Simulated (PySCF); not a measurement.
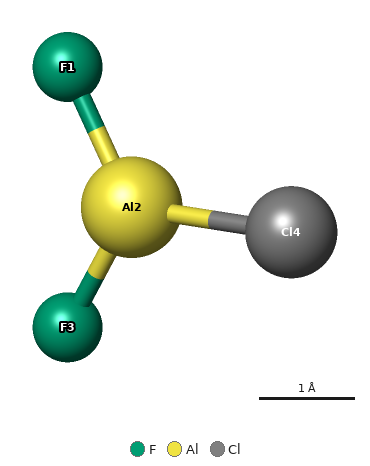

*The structure as given in the input (ball-and-stick view, seen at an oblique angle; atoms are numbered from 1 in the order of the input). Sticks mark near contacts.*

Bond lengths as drawn: Al–Cl 2.06 Å and Al–F 1.63 Å.

Single-point calculation of AlClF2

System: AlClF2, multiplicity 3, SMILES [F][Al]([F])[Cl].
Method: BHLYP/def2-SVPD, UKS (PySCF 2.14.0).

The geometry is that of the parent species in another charge or spin state. The geometry comes from this level: PBE0-D4/def2-TZVP.

**The program's output**
```
PySCF version 2.14.0

[INPUT] num. atoms = 4
[INPUT] num. electrons = 48
[INPUT] charge = 0
[INPUT] spin (= nelec alpha-beta = 2S) = 2
[INPUT] symmetry False subgroup None
[INPUT] Mole.unit = angstrom
[INPUT] Symbol           X                Y                Z      unit          X                Y                Z       unit  Magmom
[INPUT]  1 F      0.997200000000   0.721760000000   1.149640000000 AA    1.884434891416   1.363928727666   2.172504741845 Bohr   0.0
[INPUT]  2 Al     0.069280000000  -0.050750000000   0.053570000000 AA    0.130920225910  -0.095903600822   0.101232628493 Bohr   0.0
[INPUT]  3 F      0.273490000000  -1.653820000000  -0.164660000000 AA    0.516821197807  -3.125266859328  -0.311162303671 Bohr   0.0
[INPUT]  4 Cl    -1.339980000000   0.982810000000  -1.038560000000 AA   -2.532195212395   1.857241732484  -1.962593963928 Bohr   0.0

nuclear repulsion = 198.347935264366
number of shells = 39
number of NR pGTOs = 153
number of NR cGTOs = 97
basis = def2-svpd
ecp = {}

******** <class 'pyscf.dft.uks.UKS'> ********
method = UKS
initial guess = minao
damping factor = 0
level_shift factor = 0
DIIS = <class 'pyscf.scf.diis.CDIIS'>
diis_start_cycle = 1
diis_space = 8
diis_damp = 0
SCF conv_tol = 1e-10
SCF conv_tol_grad = None
SCF max_cycles = 50
direct_scf = True
direct_scf_tol = 1e-13
number electrons alpha = 25  beta = 23
XC library pyscf.dft.libxc version 7.0.0
    S. Lehtola, C. Steigemann, M. J.T. Oliveira, and M. A.L. Marques.,  SoftwareX 7, 1–5 (2018)
XC functionals = bhandhlyp
    Defined through Gaussian implementation.
radial grids:
    Treutler-Ahlrichs [JCP 102, 346 (1995); DOI:10.1063/1.469408] (M4) radial grids

becke partition: Becke, JCP 88, 2547 (1988); DOI:10.1063/1.454033
pruning grids: <function nwchem_prune>
grids dens level: 5
symmetrized grids: False
atomic radii adjust function: <function treutler_atomic_radii_adjust>
small_rho_cutoff = 0
Set gradient conv threshold to 1e-05
tot grids = 173856
init E= -902.124468959665
  alpha nocc = 25  HOMO = -0.0918482787592767  LUMO = -0.00880884741230403
  beta  nocc = 23  HOMO = -0.433761812749943  LUMO = -0.43154956566528

WARN: HOMO -0.0918482787592767 >= LUMO -0.43154956566528

cycle= 1 E= -901.696174291493  delta_E= 0.428  |g|= 0.576  |ddm|= 1.98
  alpha nocc = 25  HOMO = -0.155076304833935  LUMO = -0.00624045285751418
  beta  nocc = 23  HOMO = -0.334854277576557  LUMO = -0.321205501380672

WARN: HOMO -0.155076304833935 >= LUMO -0.321205501380672

cycle= 2 E= -901.1937255954  delta_E= 0.502  |g|=  1.2  |ddm|= 1.57
  alpha nocc = 25  HOMO = -0.162862168575097  LUMO = 0.00604971818549904
  beta  nocc = 23  HOMO = -0.462848409749996  LUMO = -0.342271473898295

WARN: HOMO -0.162862168575097 >= LUMO -0.342271473898295

cycle= 3 E= -901.831220201021  delta_E= -0.637  |g|= 0.137  |ddm|= 1.16
  alpha nocc = 25  HOMO = -0.155064752651281  LUMO = 0.0188209969005619
  beta  nocc = 23  HOMO = -0.468768684372202  LUMO = -0.334631320597582

WARN: HOMO -0.155064752651281 >= LUMO -0.334631320597582

cycle= 4 E= -901.842535174817  delta_E= -0.0113  |g|= 0.0496  |ddm|= 0.309
  alpha nocc = 25  HOMO = -0.158399145057336  LUMO = 0.0179740837701785
  beta  nocc = 23  HOMO = -0.480247791160112  LUMO = -0.31246591665936

WARN: HOMO -0.158399145057336 >= LUMO -0.31246591665936

cycle= 5 E= -901.844061819542  delta_E= -0.00153  |g|= 0.0132  |ddm|= 0.138
  alpha nocc = 25  HOMO = -0.158870214080709  LUMO = 0.0177621813415589
  beta  nocc = 23  HOMO = -0.485379145503711  LUMO = -0.309149546137002

WARN: HOMO -0.158870214080709 >= LUMO -0.309149546137002

cycle= 6 E= -901.844352730307  delta_E= -0.000291  |g|= 0.00583  |ddm|= 0.0785
  alpha nocc = 25  HOMO = -0.158663998151255  LUMO = 0.0178681189614136
  beta  nocc = 23  HOMO = -0.486510455112342  LUMO = -0.308042422792249

WARN: HOMO -0.158663998151255 >= LUMO -0.308042422792249

cycle= 7 E= -901.844419468855  delta_E= -6.67e-05  |g|= 0.00241  |ddm|= 0.0377
  alpha nocc = 25  HOMO = -0.15877155084506  LUMO = 0.0176711032494152
  beta  nocc = 23  HOMO = -0.487122173905731  LUMO = -0.308152136377803

WARN: HOMO -0.15877155084506 >= LUMO -0.308152136377803

cycle= 8 E= -901.844429292992  delta_E= -9.82e-06  |g|= 0.000688  |ddm|= 0.013
  alpha nocc = 25  HOMO = -0.158752437681473  LUMO = 0.0176304200427642
  beta  nocc = 23  HOMO = -0.487340018850713  LUMO = -0.308056986925372

WARN: HOMO -0.158752437681473 >= LUMO -0.308056986925372

cycle= 9 E= -901.844430021553  delta_E= -7.29e-07  |g|= 0.000134  |ddm|= 0.00335
  alpha nocc = 25  HOMO = -0.158762649563622  LUMO = 0.0176170704931646
  beta  nocc = 23  HOMO = -0.487378827752677  LUMO = -0.308067745874422

WARN: HOMO -0.158762649563622 >= LUMO -0.308067745874422

cycle= 10 E= -901.844430035217  delta_E= -1.37e-08  |g|= 8.93e-05  |ddm|= 0.00031
  alpha nocc = 25  HOMO = -0.158761793749129  LUMO = 0.0176167350908418
  beta  nocc = 23  HOMO = -0.487381920115208  LUMO = -0.308068355301965

WARN: HOMO -0.158761793749129 >= LUMO -0.308068355301965

cycle= 11 E= -901.844430039072  delta_E= -3.85e-09  |g|= 2.31e-05  |ddm|= 0.000114
  alpha nocc = 25  HOMO = -0.158759552168271  LUMO = 0.0176196068721381
  beta  nocc = 23  HOMO = -0.48737750185031  LUMO = -0.308063550599643

WARN: HOMO -0.158759552168271 >= LUMO -0.308063550599643

cycle= 12 E= -901.844430039457  delta_E= -3.85e-10  |g|= 7.04e-06  |ddm|= 4.22e-05
  alpha nocc = 25  HOMO = -0.158760228167835  LUMO = 0.0176189426373581
  beta  nocc = 23  HOMO = -0.487377521972653  LUMO = -0.30806597438331

WARN: HOMO -0.158760228167835 >= LUMO -0.30806597438331

cycle= 13 E= -901.844430039517  delta_E= -6e-11  |g|= 2.24e-06  |ddm|= 2.79e-05
  alpha nocc = 25  HOMO = -0.158760165805603  LUMO = 0.0176191048820638
  beta  nocc = 23  HOMO = -0.487377703757624  LUMO = -0.308065357021343
```

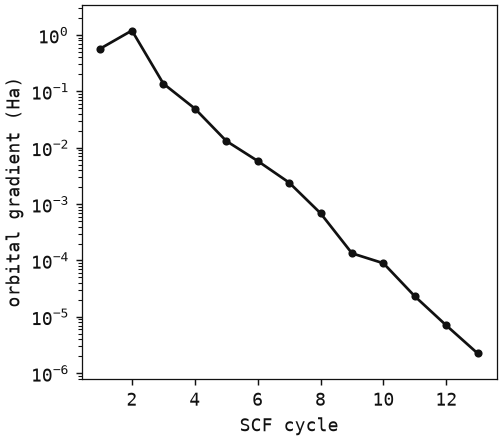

*Convergence of the self-consistent field: orbital gradient against the SCF cycle.*

The residual comes down, with one marked jump up, by a factor of about 2, at step 2.

```
WARN: HOMO -0.158760165805603 >= LUMO -0.308065357021343

Extra cycle  E= -901.84443003952  delta_E= -3.64e-12  |g|= 1.6e-06  |ddm|= 6.68e-06
converged SCF energy = -901.84443003952  <S^2> = 2.004712  2S+1 = 3.0031397
E(BHLYP) = -901.844430040
```

This output came from the following input.

**The input (job.py)**
```python
from pyscf import gto, dft

system = gto.Mole()
system.atom = [
    ('F', (0.997200, 0.721760, 1.149640)),
    ('Al', (0.069280, -0.050750, 0.053570)),
    ('F', (0.273490, -1.653820, -0.164660)),
    ('Cl', (-1.339980, 0.982810, -1.038560)),
]
system.spin = 2
system.max_memory = 1860
system.charge = 0
system.verbose = 4
system.basis = 'def2-svpd'
system.build()

mf = dft.UKS(system, xc='bhandhlyp')
mf.grids.level = 5
mf.conv_tol = 1e-10
mf.kernel()
if not mf.converged:
    mf = mf.newton().run(mf.mo_coeff, mf.mo_occ)

e_final = mf.e_tot
print('E(%s) = %.9f' % ('BHLYP', e_final))
```

Command:
```bash
OMP_NUM_THREADS=1 python job.py
```

**Key numbers**

| quantity | value |
| --- | --- |
| outcome | converged |
| total energy | −901.844430 hartree |
| basis functions | 97 |
| ⟨S²⟩ | 2.005 |
| dipole moment | 5.27 D |
| hardware | 1 thread of Arm Neoverse V2, 24 GiB of memory available, shared host |
| wall time | 27 s |
| peak memory | 0.5 GiB |

**Notes**

The record of the run, not the program, notes: logged alpha LUMO and gap are faulty.
